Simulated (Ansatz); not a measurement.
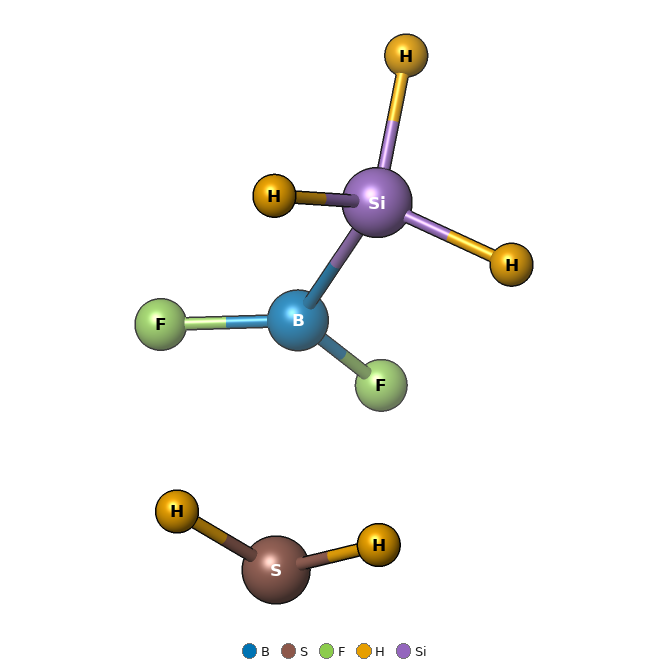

Distant atoms are faded towards the background colour. The computed structure is the end point of a PBE0-D4/def2-TZVP optimisation.

Question: List the symmetry elements and name the point group.

Answer: It has no symmetry element but the identity, so the point group is C1. The group has 1 operation. The geometry is chiral, and symmetry allows a dipole moment.
